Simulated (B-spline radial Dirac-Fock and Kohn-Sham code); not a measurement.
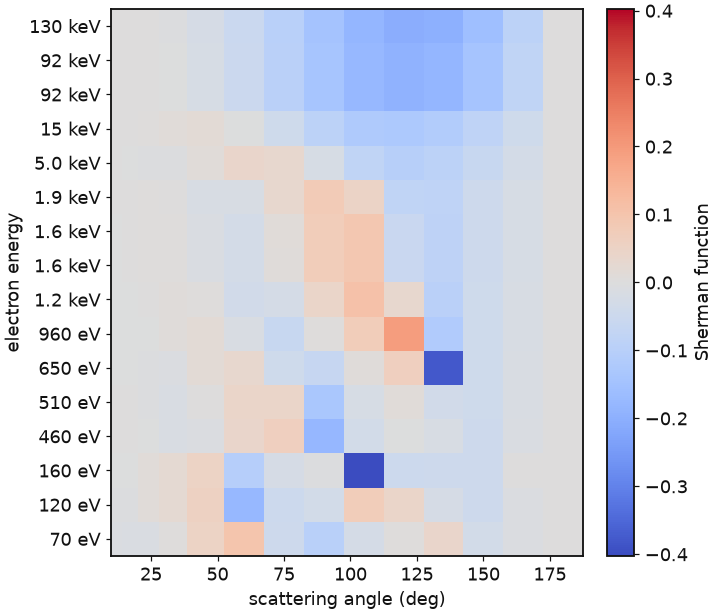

A map of the Sherman function for elastic electron scattering over angle and energy (one row an energy, not to scale). Species: neutral tin. Method: Dirac partial waves in the static Dirac–Fock field with Furness–McCarthy exchange, no polarisation or absorption (computed with a radial B-spline solver).

Question: Where on the map is the spin polarisation largest?

Answer: The largest polarisation on this grid is S = −0.40 at 157 eV and 105°. At the highest energy, 127 keV, the extreme is −0.20 near 120°. The model is rough under about 200 eV.
